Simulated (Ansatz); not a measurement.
# C2H6FInO: one species, many methods, part 2 of 2

Ansatz 0.2.0, Gaussian basis; functionals in def2-TZVPP, the program's frozen cores in correlated methods.

**14. CAM-B3LYP-D4 (range-separated)**

Input file in.yaml:

```yaml
crystal:
  periodic: [false, false, false]
  atoms:
    - {symbol: C, position_ang: [0.872901, 1.163962, 0.579164]}
    - {symbol: C, position_ang: [-0.567459, 0.770135, 0.291857]}
    - {symbol: In, position_ang: [-0.830345, -1.173198, -0.574829]}
    - {symbol: O, position_ang: [0.383559, -2.640644, -1.105975]}
    - {symbol: F, position_ang: [-2.636477, -1.787746, -0.999816]}
    - {symbol: H, position_ang: [1.483185, 1.181205, -0.326659]}
    - {symbol: H, position_ang: [0.919695, 2.165316, 1.018308]}
    - {symbol: H, position_ang: [1.353375, 0.481133, 1.283552]}
    - {symbol: H, position_ang: [-1.047011, 1.464091, -0.402271]}
    - {symbol: H, position_ang: [-1.175857, 0.767635, 1.199184]}
    - {symbol: H, position_ang: [1.309834, -2.448889, -0.941916]}
basis:
  gaussian: {orbitals: def2-TZVPP}
hamiltonian: {xc: {name: CAM-B3LYP}, dispersion: d4}
output: {orbitals: {seedname: orbitals}}
```

Started as:

```bash
$ ansatz run in.yaml --threads 4 --pin off --events-out ev --progress --plain --max-ram 10444MiB
```

Log, cut to the lines that bear on the results:

```text
Functional definition: CAM-B3LYP
  name "CAM-B3LYP"
  cite "Yanai, Tew & Handy, Chem. Phys. Lett. 393, 51 (2004) doi:10.1016/j.cplett.2004.06.011"
  cite "Iikura, Tsuneda, Yanai & Hirao, J. Chem. Phys. 115, 3540 (2001) doi:10.1063/1.1383587"
  cite "Becke, Phys. Rev. A 38, 3098 (1988) doi:10.1103/PhysRevA.38.3098"
  cite "Lee, Yang & Parr, Phys. Rev. B 37, 785 (1988) doi:10.1103/PhysRevB.37.785"
  cite "Vosko, Wilk & Nusair, Can. J. Phys. 58, 1200 (1980) doi:10.1139/p80-159"
[...]
  # Exact exchange under (alpha + beta erf(omega r))/r, Becke's under what is left of 1/r.
[...]
1486 factors; their error is unknown
379 factors; integrals over basis functions are off by at most 9.5e-6 eV
[...]
mean field -12110.95626100 eV, -445.0694334907 hartree, gradient 6.4e-5 eV, S^2 0.000000; 0 other end points of the search recorded, 0 dependent functions left out
reference -12110.95642372 eV, -445.0694394706 hartree; 28, 28 occupied and 230, 230 virtual orbitals, 1486 factors
Total energy: -12111.12053210 eV, -445.0754703422 hartree
```

Run time: 3.8 s. Hardware: 4 threads of Arm Neoverse V2, shared host; peak memory 0.75 GiB.

With the free atoms at this level, -12070.416 eV in sum, the atomisation energy is 3927.4 kJ/mol. HOMO -9.41 eV, LUMO -0.44 eV.

**15. LC-ωPBE (range-separated)**

Changes to in.yaml since step 14:

```diff
@@ -16,3 +16,3 @@
   gaussian: {orbitals: def2-TZVPP}
-hamiltonian: {xc: {name: CAM-B3LYP}, dispersion: d4}
+hamiltonian: {xc: {name: LC-wPBE}}
 output: {orbitals: {seedname: orbitals}}
```

The command is unchanged.

Log, cut to the lines that bear on the results:

```text
Functional definition: LC-wPBE
  name "LC-wPBE"
  cite "Vydrov & Scuseria, J. Chem. Phys. 125, 234109 (2006) doi:10.1063/1.2409292"
  cite "Heyd & Scuseria, J. Chem. Phys. 120, 7274 (2004) doi:10.1063/1.1668634"
  cite "Ernzerhof & Perdew, J. Chem. Phys. 109, 3313 (1998) doi:10.1063/1.476928"
  cite "Perdew, Burke & Ernzerhof, Phys. Rev. Lett. 77, 3865 (1996) doi:10.1103/PhysRevLett.77.3865"
  parent pbe
[...]
1409 factors; their error is unknown
469 factors; integrals over basis functions are off by at most 2.1e-5 eV
[...]
mean field -12110.98660007 eV, -445.0705484311 hartree, gradient 3.2e-5 eV, S^2 0.000000; 0 other end points of the search recorded, 0 dependent functions left out
reference -12110.98660008 eV, -445.0705484315 hartree; 28, 28 occupied and 230, 230 virtual orbitals, 1409 factors
Total energy: -12110.98660008 eV, -445.0705484315 hartree
```

Run time: 2.8 s. Hardware: 4 threads of Arm Neoverse V2, shared host; peak memory 0.49 GiB.

Atomisation energy: 3926.9 kJ/mol (free atoms -12070.287 eV, run apart). HOMO -10.69 eV, LUMO 0.90 eV.

**16. ωB97X-V (range-separated)**

Changes to in.yaml since step 15:

```diff
@@ -16,3 +16,3 @@
   gaussian: {orbitals: def2-TZVPP}
-hamiltonian: {xc: {name: LC-wPBE}}
+hamiltonian: {xc: {name: wB97X-V}}
 output: {orbitals: {seedname: orbitals}}
```

Same command.

Log, cut to the lines that bear on the results:

```text
Functional definition: wB97X-V
  name "wB97X-V"
  cite "Mardirossian & Head-Gordon, Phys. Chem. Chem. Phys. 16, 9904 (2014) doi:10.1039/C3CP54374A"
  cite "Becke, J. Chem. Phys. 107, 8554 (1997) doi:10.1063/1.475007"
  cite "Vydrov & Van Voorhis, J. Chem. Phys. 133, 244103 (2010) doi:10.1063/1.3521275"
[...]
      + integral(e_c_pw_opposite_spin*poly(b97_u_opposite, cos0, cos1)) + vv10(b, c)
1473 factors; their error is unknown
345 factors; integrals over basis functions are off by at most 8.4e-6 eV
[...]
mean field -12111.24244660 eV, -445.0799506176 hartree, gradient 3.5e-5 eV, S^2 0.000000; 0 other end points of the search recorded, 0 dependent functions left out
reference -12111.24244323 eV, -445.0799504938 hartree; 28, 28 occupied and 230, 230 virtual orbitals, 1473 factors
Total energy: -12111.24244323 eV, -445.0799504938 hartree
```

It took 8.5 s on 4 threads of Arm Neoverse V2, shared host; peak memory 0.81 GiB.

With the free atoms at this level, -12070.530 eV in sum, the atomisation energy is 3928.2 kJ/mol. HOMO -10.34 eV, LUMO 0.69 eV.

**17. ωB97M-V (range-separated)**

Changes to in.yaml since step 16:

```diff
@@ -16,3 +16,3 @@
   gaussian: {orbitals: def2-TZVPP}
-hamiltonian: {xc: {name: wB97X-V}}
-output: {orbitals: {seedname: orbitals}}
+hamiltonian: {xc: {name: wB97M-V}}
+output: {forces: true, orbitals: {seedname: orbitals}}
```

Launched as before.

Log, cut to the lines that bear on the results:

```text
Functional definition: wB97M-V
  name "wB97M-V"
  cite "Mardirossian & Head-Gordon, J. Chem. Phys. 144, 214110 (2016) doi:10.1063/1.4952647"
  cite "Becke, J. Chem. Phys. 107, 8554 (1997) doi:10.1063/1.475007"
  cite "Vydrov & Van Voorhis, J. Chem. Phys. 133, 244103 (2010) doi:10.1063/1.3521275"
  # Of w^i u^j: cxij and so on, Table III.
[...]
  gx(w, u) = 1 - cx + cx01*u + cx10*w
  gss(w, u) = css00 + css04*u^4 + css10*w + css20*w^2 + css43*w^4*u^3
  gos(w, u) = cos00 + cos10*w + (cos20 + cos21*u)*w^2 + (cos60 + cos61*u)*w^6
[...]
      + integral(e_c_pw_mod_opposite_spin*gos(b97_w_opposite, b97_u_opposite)) + vv10(b, c)
1445 factors; their error is unknown
345 factors; integrals over basis functions are off by at most 8.4e-6 eV
[...]
Atom 1 at    -0.567459     0.770135     0.291857 Å, force    -0.261273    -0.131378    -0.078381 eV/Å
Atom 2 at    -0.830345    -1.173198    -0.574829 Å, force     0.020231     0.075470     0.034443 eV/Å
Atom 3 at     0.383559    -2.640644    -1.105975 Å, force     0.058727     0.058694     0.030525 eV/Å
Atom 4 at    -2.636477    -1.787746    -0.999816 Å, force    -0.016461    -0.007405    -0.004462 eV/Å
Atom 5 at     1.483185     1.181205    -0.326659 Å, force    -0.048568    -0.009395     0.064655 eV/Å
Atom 6 at     0.919695     2.165316     1.018308 Å, force     0.006403    -0.090346    -0.038778 eV/Å
Atom 7 at     1.353375     0.481133     1.283552 Å, force    -0.038806     0.043364    -0.057050 eV/Å
Atom 8 at    -1.047011     1.464091    -0.402271 Å, force     0.045216    -0.037614     0.080009 eV/Å
Atom 9 at    -1.175857     0.767635     1.199184 Å, force     0.057565     0.029573    -0.075315 eV/Å
Atom 10 at     1.309834    -2.448889    -0.941916 Å, force    -0.044006    -0.040908    -0.021531 eV/Å
Dipole moment:     0.656296     0.764089     0.389134 e Å
```

Run time: 13 s. Hardware: 4 threads of Arm Neoverse V2, shared host; peak memory 0.94 GiB.

With the free atoms at this level, -12069.358 eV in sum, the atomisation energy is 3923.3 kJ/mol. HOMO -10.25 eV, LUMO 0.43 eV.

**18. B2PLYP (double hybrid)**

Changes to in.yaml since step 17:

```diff
@@ -16,3 +16,2 @@
   gaussian: {orbitals: def2-TZVPP}
-hamiltonian: {xc: {name: wB97M-V}}
-output: {forces: true, orbitals: {seedname: orbitals}}
+hamiltonian: {xc: {name: B2PLYP}}
```

Launched as before.

Log, cut to the lines that bear on the results:

```text
Functional definition: B2PLYP
  name "B2PLYP"
  cite "Grimme, J. Chem. Phys. 124, 034108 (2006) doi:10.1063/1.2148954"
  cite "Becke, Phys. Rev. A 38, 3098 (1988) doi:10.1103/PhysRevA.38.3098"
  cite "Lee, Yang & Parr, Phys. Rev. B 37, 785 (1988) doi:10.1103/PhysRevB.37.785"
[...]
1728 factors; integrals over basis functions are off by at most 9.7e-4 eV
[...]
mean field -12093.36360771 eV, -444.4229154070 hartree, gradient 4.6e-6 eV, S^2 0.000000; 0 other end points of the search recorded, 0 dependent functions left out
8 core orbitals not correlated: weight in the atoms' cores, before any rotation towards them, 1.000 or more for the frozen orbitals, at most 0.000 for the correlated occupied ones
reference -12093.36381336 eV, -444.4229229645 hartree; 20, 20 occupied and 230, 230 virtual orbitals, 1728 factors
second order -37.40637614 eV of doubles, -0.00000000 eV of singles
Total energy: -12103.46353492 eV, -444.7940808859 hartree
```

It took 6.5 s on 4 threads of Arm Neoverse V2, shared host; peak memory 0.72 GiB.

With the free atoms at this level, -12063.326 eV in sum, the atomisation energy is 3872.7 kJ/mol.

**19. PBE-QIDH (double hybrid)**

Changes to in.yaml since step 18:

```diff
@@ -16,2 +16,2 @@
   gaussian: {orbitals: def2-TZVPP}
-hamiltonian: {xc: {name: B2PLYP}}
+hamiltonian: {xc: {name: PBE-QIDH}}
```

Same command.

Log, cut to the lines that bear on the results:

```text
Functional definition: PBE-QIDH
  name "PBE-QIDH"
  cite "Brémond, Sancho-García, Pérez-Jiménez & Adamo, J. Chem. Phys. 141, 031101 (2014) doi:10.1063/1.4890314"
  cite "Perdew, Burke & Ernzerhof, Phys. Rev. Lett. 77, 3865 (1996) doi:10.1103/PhysRevLett.77.3865"
[...]
1728 factors; integrals over basis functions are off by at most 9.7e-4 eV
[...]
mean field -12088.56588620 eV, -444.2466023936 hartree, gradient 4.6e-6 eV, S^2 0.000000; 0 other end points of the search recorded, 0 dependent functions left out
8 core orbitals not correlated: weight in the atoms' cores, before any rotation towards them, 1.000 or more for the frozen orbitals, at most 0.000 for the correlated occupied ones
reference -12088.56590574 eV, -444.2466031116 hartree; 20, 20 occupied and 230, 230 virtual orbitals, 1728 factors
second order -34.71510502 eV of doubles, -0.00000000 eV of singles
Total energy: -12100.13760741 eV, -444.6718553045 hartree
```

Wall time 6.5 s (4 threads of Arm Neoverse V2, shared host); peak memory 0.72 GiB.

Atomisation energy: 3886.0 kJ/mol (free atoms -12059.862 eV, run apart).

**20. Orbital energies across the functionals**

Dipoles come from the runs that computed forces. Levels, from each run's orbital file:

| functional | HOMO (eV) | LUMO (eV) | gap (eV) | dipole (D) |
| --- | --- | --- | --- | --- |
| LDA (SPW92) | -6.98 | -2.46 | 4.52 |  |
| PBE-D4 | -6.75 | -2.18 | 4.57 | 5.05 |
| revPBE-D4 | -6.67 | -2.06 | 4.62 |  |
| BLYP-D4 | -6.65 | -2.18 | 4.47 |  |
| r2SCAN-D4 | -7.01 | -1.91 | 5.10 | 5.18 |
| B97M-V | -7.04 | -2.11 | 4.93 |  |
| PBE0-D4 | -8.06 | -1.31 | 6.75 |  |
| B3LYP-D4 | -7.85 | -1.65 | 6.20 | 5.28 |
| r2SCANh-D4 | -7.50 | -1.60 | 5.91 |  |
| r2SCAN0-D4 | -8.24 | -1.14 | 7.10 |  |
| HSE06-D4 | -7.66 | -1.68 | 5.98 |  |
| BHLYP-D4 | -9.25 | -0.55 | 8.70 |  |
| CAM-B3LYP-D4 | -9.41 | -0.44 | 8.97 |  |
| LC-ωPBE | -10.69 | 0.90 | 11.58 |  |
| ωB97X-V | -10.34 | 0.69 | 11.02 |  |
| ωB97M-V | -10.25 | 0.43 | 10.68 | 5.19 |

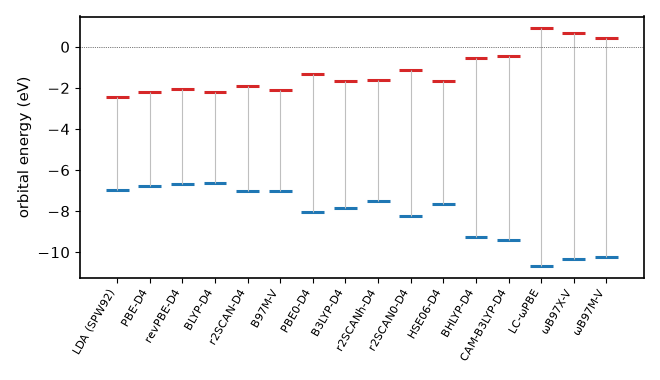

Highest occupied (blue) and lowest empty (red) level by functional.

**21. CCSD(T) in def2-SVP**

Changes to in.yaml since step 19:

```diff
@@ -15,3 +15,3 @@
 basis:
-  gaussian: {orbitals: def2-TZVPP}
-hamiltonian: {xc: {name: PBE-QIDH}}
+  gaussian: {orbitals: def2-SVP}
+correlation: {method: ccsd_t}
```

The command is unchanged.

Log, cut to the lines that bear on the results:

```text
Functional definition: HF
  name "HF"
  cite "Fock, Z. Phys. 61, 126 (1930) doi:10.1007/BF01340294"
  parent pbe
[...]
1197 factors; integrals over basis functions are off by at most 1.4e-3 eV
[...]
mean field -12042.79465730 eV, -442.5645407565 hartree, gradient 2.0e-6 eV, S^2 0.000000; 0 other end points of the search recorded, 0 dependent functions left out
8 core orbitals not correlated: weight in the atoms' cores, before any rotation towards them, 1.000 or more for the frozen orbitals, at most 0.000 for the correlated occupied ones
reference -12042.79465730 eV, -442.5645407565 hartree; 20, 20 occupied and 84, 84 virtual orbitals, 1197 factors
second order -20.63514393 eV of doubles, -0.00000000 eV of singles
cycle   1  -20.98201805 eV  change   -3.5e-1 eV  update   1.2e-1
[...]
cycle   9  -21.65485311 eV  change    1.4e-6 eV  update   3.9e-5
perturbative correction -0.54195626 eV, -0.0199165253 hartree
Total energy: -12064.99146667 eV, -443.3802584553 hartree
```

Wall time 11 s (4 threads of Arm Neoverse V2, shared host); peak memory 0.68 GiB.

**22. CCSD(T) in def2-TZVPP**

Changes to in.yaml since step 21:

```diff
@@ -15,3 +15,4 @@
 basis:
-  gaussian: {orbitals: def2-SVP}
+  gaussian: {orbitals: def2-TZVPP}
 correlation: {method: ccsd_t}
+output: {orbitals: {seedname: orbitals}}
```

Launched as before.

Log, cut to the lines that bear on the results:

```text
Functional definition: HF
  name "HF"
  cite "Fock, Z. Phys. 61, 126 (1930) doi:10.1007/BF01340294"
  parent pbe
[...]
1728 factors; integrals over basis functions are off by at most 9.7e-4 eV
[...]
mean field -12051.63890316 eV, -442.8895607970 hartree, gradient 8.0e-7 eV, S^2 0.000000; 0 other end points of the search recorded, 0 dependent functions left out
8 core orbitals not correlated: weight in the atoms' cores, before any rotation towards them, 1.000 or more for the frozen orbitals, at most 0.000 for the correlated occupied ones
reference -12051.63890316 eV, -442.8895607970 hartree; 20, 20 occupied and 230, 230 virtual orbitals, 1728 factors
second order -31.02405118 eV of doubles, -0.00000000 eV of singles
cycle   1  -30.57412844 eV  change    4.5e-1 eV  update   1.4e-1
[...]
cycle   9  -31.44369970 eV  change    8.0e-7 eV  update   4.8e-5
perturbative correction -1.09957796 eV, -0.0404087448 hartree
Total energy: -12084.18218083 eV, -444.0855041926 hartree
```

Wall time 5.6 min (4 threads of Arm Neoverse V2, shared host); peak memory 6.9 GiB.

**23. MP2 in def2-QZVPP**

Changes to in.yaml since step 22:

```diff
@@ -15,4 +15,3 @@
 basis:
-  gaussian: {orbitals: def2-TZVPP}
-correlation: {method: ccsd_t}
-output: {orbitals: {seedname: orbitals}}
+  gaussian: {orbitals: "def2-QZVPP.json"}
+correlation: {method: mp2}
```

The command is unchanged.

Log:

```text
Functional definition: HF
  name "HF"
  cite "Fock, Z. Phys. 61, 126 (1930) doi:10.1007/BF01340294"
  parent pbe
  exchange = exact_x
  correlation = 0
2987 factors; integrals over basis functions are off by at most 9.8e-4 eV
mean field evaluation 1: about -12045.3470 eV, gradient 5.9e1 eV
mean field evaluation 2: about -12045.4734 eV, gradient 5.9e1 eV
mean field evaluation 4: about -12051.9525 eV, gradient 4.4e0 eV
mean field evaluation 8: about -12052.0296 eV, gradient 4.6e-1 eV
mean field -12052.03023616 eV, -442.9039420195 hartree, gradient 1.3e-6 eV, S^2 0.000000; 0 other end points of the search recorded, 0 dependent functions left out
8 core orbitals not correlated: weight in the atoms' cores, before any rotation towards them, 1.000 or more for the frozen orbitals, at most 0.000 for the correlated occupied ones
reference -12052.03023616 eV, -442.9039420195 hartree; 20, 20 occupied and 462, 462 virtual orbitals, 2987 factors
second order -38.01699800 eV of doubles, -0.00000000 eV of singles
Total energy: -12090.04723416 eV, -444.3010409271 hartree
```

Wall time 24 s (4 threads of Arm Neoverse V2, shared host); peak memory 3 GiB.

Energy pieces by basis (eV):

| basis | HF | MP2 correlation | CCSD correlation | (T) | total |
| --- | --- | --- | --- | --- | --- |
| def2-SVP | -12042.7947 | -20.6351 | -21.6549 | -0.5420 | -12064.9915 |
| def2-TZVPP | -12051.6389 | -31.0241 | -31.4437 | -1.0996 | -12084.1822 |
| def2-QZVPP | -12052.0302 | -38.0170 |  |  | -12090.0472 (MP2) |

The report of the def2-TZVPP run gives T1 = 0.0151.

**24. Extrapolating to the complete basis**

This step is arithmetic on the last runs, with X = 3 and 4: exp(−7.88√X) for Hartree-Fock, X^−2.97 for correlation; only MP2 was run in the larger set, so CCSD(T) minus MP2 is added from the smaller one.

| level | energy at the limit (eV) |
| --- | --- |
| HF | -12052.0841 |
| MP2 | -12095.2811 |
| CCSD | -12095.7007 |
| CCSD(T) | -12096.8003 |

This is no true limit for total energies: MP2 correlation changes by a factor of 1.23 from triple to quadruple zeta (about 1.07 in light molecules), because outer-core shells are correlated in sets not made for them. Much of that cancels between molecule and atoms or ions.

**25. RPA on PBE orbitals**

Changes to in.yaml since step 23:

```diff
@@ -15,3 +15,4 @@
 basis:
-  gaussian: {orbitals: "def2-QZVPP.json"}
-correlation: {method: mp2}
+  gaussian: {orbitals: def2-TZVPP}
+hamiltonian: {xc: pbe}
+correlation: {method: rpa}
```

Same command.

Log, cut to the lines that bear on the results:

```text
Functional definition: PBE
  name "PBE"
  cite "Perdew, Burke & Ernzerhof, Phys. Rev. Lett. 77, 3865 (1996) doi:10.1103/PhysRevLett.77.3865"
  parent pbe
[...]
1728 factors; integrals over basis functions are off by at most 9.7e-4 eV
[...]
mean field -12106.31642594 eV, -444.8989226972 hartree, gradient 5.7e-6 eV, S^2 0.000000; 0 other end points of the search recorded, 0 dependent functions left out
8 core orbitals not correlated: weight in the atoms' cores, before any rotation towards them, 1.000 or more for the frozen orbitals, at most 0.000 for the correlated occupied ones
reference -12049.64895633 eV, -442.8164315999 hartree; 20, 20 occupied and 230, 230 virtual orbitals, 1728 factors
Total energy: -12097.16411767 eV, -444.5625815721 hartree
```

Wall time 8 s (4 threads of Arm Neoverse V2, shared host); peak memory 0.71 GiB.

RPA correlation: -47.515 eV. No RPA run of the hydrogen atom was made, so RPA has no atomisation energy below.

**26. The ladder**

Free atoms (2 C, 1 In, 1 O, 1 F, 6 H) were run apart at each level; the atomisation energy is their sum less the molecule, without zero-point or spin-orbit terms.

Differences are taken before rounding.

| method | rung | atomisation energy (kJ/mol) | from CCSD(T)/CBS (kJ/mol) | time |
| --- | --- | --- | --- | --- |
| LDA (SPW92) | LDA | 4499.0 | +552.1 | 1.4 s |
| PBE-D4 | GGA | 3991.0 | +44.0 | 2.7 s |
| revPBE-D4 | GGA | 3882.2 | -64.7 | 2.2 s |
| BLYP-D4 | GGA | 3901.3 | -45.6 | 2.4 s |
| r2SCAN-D4 | meta-GGA | 3926.9 | -20.0 | 5.5 s |
| B97M-V | meta-GGA | 3914.5 | -32.4 | 11 s |
| PBE0-D4 | hybrid | 3903.0 | -43.9 | 3.2 s |
| B3LYP-D4 | hybrid | 3894.3 | -52.7 | 5.5 s |
| r2SCANh-D4 | hybrid | 3894.5 | -52.4 | 6 s |
| r2SCAN0-D4 | hybrid | 3848.9 | -98.0 | 5.5 s |
| HSE06-D4 | hybrid | 3905.5 | -41.4 | 3.6 s |
| BHLYP-D4 | hybrid | 3765.0 | -181.9 | 3.5 s |
| CAM-B3LYP-D4 | range-separated | 3927.4 | -19.5 | 3.8 s |
| LC-ωPBE | range-separated | 3926.9 | -20.0 | 2.8 s |
| ωB97X-V | range-separated | 3928.2 | -18.8 | 8.5 s |
| ωB97M-V | range-separated | 3923.3 | -23.6 | 13 s |
| B2PLYP | double hybrid | 3872.7 | -74.2 | 6.5 s |
| PBE-QIDH | double hybrid | 3886.0 | -60.9 | 6.5 s |
| HF/def2-TZVPP | wavefunction | 2804.8 | -1142.1 |  |
| MP2/def2-TZVPP | wavefunction | 3907.5 | -39.4 |  |
| CCSD/def2-TZVPP | wavefunction | 3772.0 | -174.9 |  |
| CCSD(T)/def2-SVP | wavefunction | 3699.5 | -247.4 | 11 s |
| CCSD(T)/def2-TZVPP | wavefunction | 3834.5 | -112.4 | 5.6 min |
| MP2/CBS | wavefunction | 4019.9 | +72.9 |  |
| CCSD(T)/CBS | wavefunction | 3946.9 | 0 | 6 min |

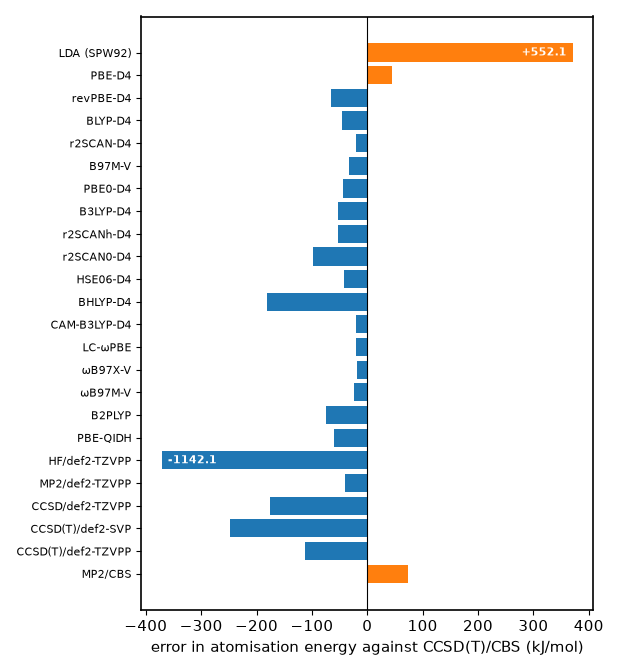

How far each level lands from CCSD(T)/CBS. Bars with a number in them are cut short.

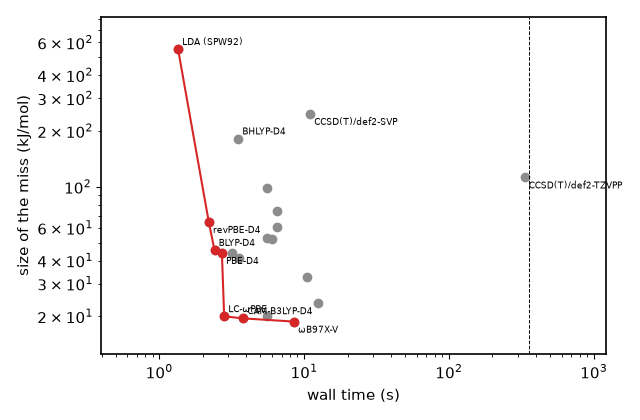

Accuracy for the time spent; red marks the levels that beat every quicker one drawn (of those quicker than the yardstick), and the dashed line is the time of CCSD(T)/CBS. Only those levels and the largest misses are named. Times are from a shared host.

LDA (SPW92), LC-ωPBE, B2PLYP, PBE-QIDH carry no dispersion term (for B3LYP, D4 adds 29.3 kJ/mol).

Times are those of the molecule's run; HF, MP2 and CCSD come out of the CCSD(T) runs, and the limit's time is the sum of the runs that it needs.

**27. Outcome**

The summary covers parts 1 to 2.

| quantity | value |
| --- | --- |
| atomisation energy, CCSD(T)/CBS | 3946.9 kJ/mol |
| functionals within 39.5 kJ/mol (1.0 %) | r2SCAN-D4, B97M-V, CAM-B3LYP-D4, LC-ωPBE, ωB97X-V, ωB97M-V |
| farthest beyond LDA | BHLYP-D4 (-181.9 kJ/mol) |
| mean size of error, GGA | 51.5 kJ/mol |
| mean size of error, meta-GGA | 26.2 kJ/mol |
| mean size of error, hybrid | 78.4 kJ/mol |
| mean size of error, range-separated | 20.5 kJ/mol |
| mean size of error, double hybrid | 67.6 kJ/mol |
| gap, smallest and largest | 4.47 eV (BLYP-D4), 11.58 eV (LC-ωPBE) |
| T1 diagnostic | 0.0151 |
| triples share of the correlation energy | 3.4 % |

In words: LDA overbinds by 552.1 kJ/mol (14 %). PBE-D4 is off by +44.0 kJ/mol. Double hybrids carry the basis error of their MP2 part in triple zeta, and no dispersion term here, so their miss is partly the set-up's. The rungs range-separated, meta-GGA miss on average by less than the doubt on the reference (39.5 kJ/mol), so they tie. The reference freezes the cores and leaves out spin-orbit coupling and excitations past (T), and its outer-core shells are covered unevenly, so misses under about 39.5 kJ/mol can't be ranked. All levels share the lack of spin-orbit coupling, which lowers the free heavy atoms and so the true binding. Hartree-Fock recovers 71 % of the binding; the rest is correlation. CCSD(T) in def2-SVP is off by -247.4 kJ/mol, so the small basis spoils what the method gains. Orbital gaps span 4.5 to 11.6 eV; exact exchange widens them. Correlated methods include outer-core shells of In, which these sets cover unevenly.

ωB97X-V reaches 18.8 kJ/mol from the reference in 8.5 s, where CCSD(T)/CBS took 6 min; the quickest level in the cost chart, LDA (SPW92), takes 1.4 s and misses by 552.1 kJ/mol.
